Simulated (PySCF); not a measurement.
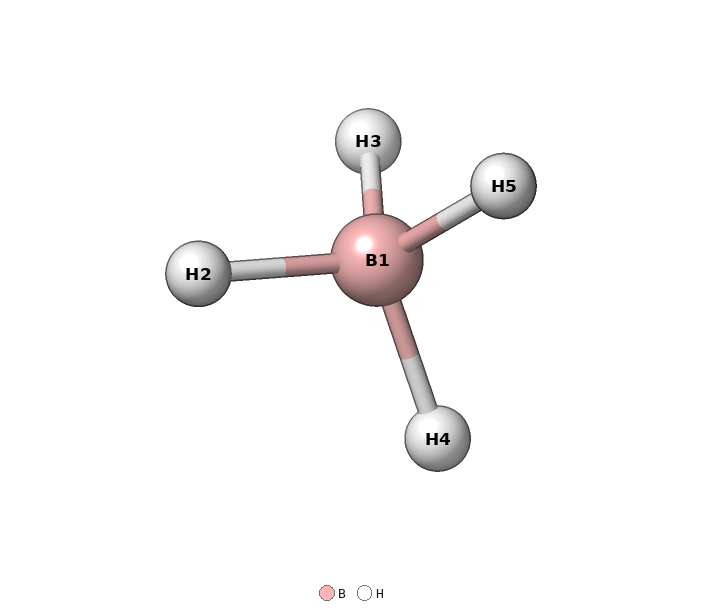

The species has charge −1 and is a spin singlet. The computed structure is the end point of a PBE0-D3(BJ)/def2-TZVP optimisation. No frequency run is at hand to confirm it as a minimum. Method: GIAO ωB97X-D/pcSseg-2 NMR shielding, non-relativistic, gas phase (PySCF 2.14.0), and the same with a continuum solvent (IEF-PCM, Bondi radii x 1.2, gas-phase geometry).

How do HOMO–LUMO gap (eV), σ(H2) (ppm), σ(B1) (ppm) change in chloroform (ε = 4.7)?

```tsv
medium	HOMO–LUMO gap (eV)	σ(H2) (ppm)	σ(B1) (ppm)
gas phase	12.18	31.88	154.3
chloroform	12.81	31.97	153.9
```
